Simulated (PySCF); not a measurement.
## Core-level calculation of C2H3Ga

C2H3Ga, SMILES C#[C][GaH2], computed with delta-SCF UKS PBE0, pcX-2 on the ionised atom, pcseg-1 elsewhere, spin-free X2C (PySCF 2.14.0).

Figures and captions count atoms from 1; the log counts them from 0 in places.

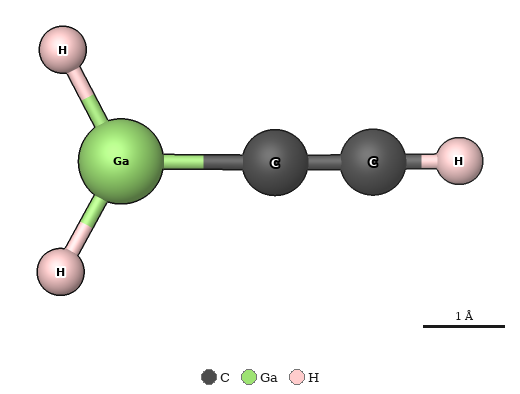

The structure as given in the input (ball-and-stick view, seen at a tilt). Sticks mark near contacts. Bond lengths as drawn: C–C 1.22 Å, C–Ga 1.92 Å, C–H 1.08 Å and Ga–H 1.56 Å.

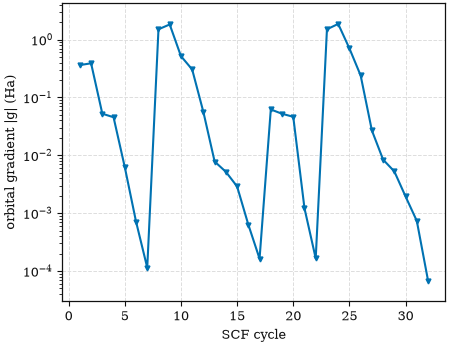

Convergence of the self-consistent field: orbital gradient |g| against the SCF cycle. All cycles printed in the log are drawn one after another.

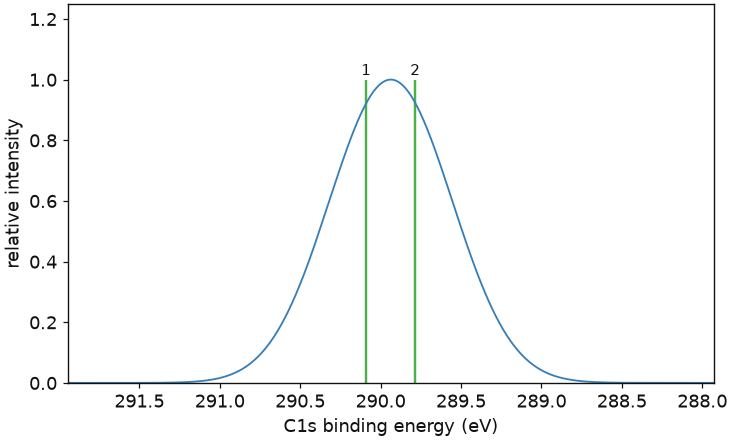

C1s binding energies by ΔSCF of the atoms computed, labelled by atom number, with a Gaussian envelope of 0.8 eV full width. They run from 289.78 eV (atom 2) to 290.09 eV (atom 1).

These pictures come from the run below.

**The input**
```
{"job": {"kind": "xps", "xc": "PBE0"}, "charge": 0, "multiplicity": 1}
C     -1.579008     0.176957     1.039129
C     -0.524766     0.070971     0.432696
Ga     1.122216    -0.127927    -0.527501
H     -2.506164     0.263644     1.578956
H      1.547274     1.007382    -1.513432
H      1.964890    -1.420679    -0.281583
```

The first line tells a small driver script what to run in PySCF; the rest is the geometry in Å.

Launched with:
```bash
OMP_NUM_THREADS=1 python <driver script> task.json out
```

**Output**
```
ground state, core basis on atom 0 (C), 101 functions
  cycle   1  E = -2017.34468724  |g| = 3.63e-01
  cycle   2  E = -2017.33563748  |g| = 3.90e-01
  cycle   3  E = -2017.38020919  |g| = 5.24e-02
  cycle   4  E = -2017.38045483  |g| = 4.55e-02
  cycle   5  E = -2017.38098874  |g| = 6.25e-03
  cycle   6  E = -2017.38099776  |g| = 7.16e-04
  cycle   7  E = -2017.38099797  |g| = 1.14e-04
  E(ground) = -2017.38422417 Eh
hole in C 1s of atom 0
  cycle   1  E = -2006.15086944  |g| = 1.51e+00
  cycle   2  E = -2005.30867108  |g| = 1.83e+00
  cycle   3  E = -2006.59337854  |g| = 5.19e-01
  cycle   4  E = -2006.67246411  |g| = 3.05e-01
  cycle   5  E = -2006.71778011  |g| = 5.59e-02
  cycle   6  E = -2006.72003918  |g| = 7.80e-03
  cycle   7  E = -2006.72023536  |g| = 5.18e-03
  cycle   8  E = -2006.72035777  |g| = 2.89e-03
  cycle   9  E = -2006.72039703  |g| = 6.32e-04
  cycle  10  E = -2006.72039854  |g| = 1.63e-04
  E(ion) = -2006.72363619 Eh   <S^2> = 0.8069   hole on atom = 1.000   binding energy = 290.089 eV
ground state, core basis on atom 1 (C), 101 functions
  cycle   1  E = -2017.38228916  |g| = 6.20e-02
  cycle   2  E = -2017.38172537  |g| = 5.23e-02
  cycle   3  E = -2017.38188036  |g| = 4.63e-02
  cycle   4  E = -2017.38243336  |g| = 1.21e-03
  cycle   5  E = -2017.38243316  |g| = 1.65e-04
  E(ground) = -2017.38571890 Eh
hole in C 1s of atom 1
  cycle   1  E = -2006.16368384  |g| = 1.51e+00
  cycle   2  E = -2005.36145581  |g| = 1.87e+00
  cycle   3  E = -2006.50864353  |g| = 7.06e-01
  cycle   4  E = -2006.70129143  |g| = 2.40e-01
  cycle   5  E = -2006.73212931  |g| = 2.69e-02
  cycle   6  E = -2006.73273617  |g| = 8.41e-03
  cycle   7  E = -2006.73292456  |g| = 5.26e-03
  cycle   8  E = -2006.73309030  |g| = 1.94e-03
  cycle   9  E = -2006.73310510  |g| = 7.34e-04
  cycle  10  E = -2006.73310559  |g| = 6.83e-05
  E(ion) = -2006.73633977 Eh   <S^2> = 0.8108   hole on atom = 1.000   binding energy = 289.784 eV
```

**Summary**

| quantity | value |
| --- | --- |
| outcome | converged |
| hardware | 1 CPU thread, shared host |
| wall time | 4.7 s |
| peak memory | 0.39 GiB |
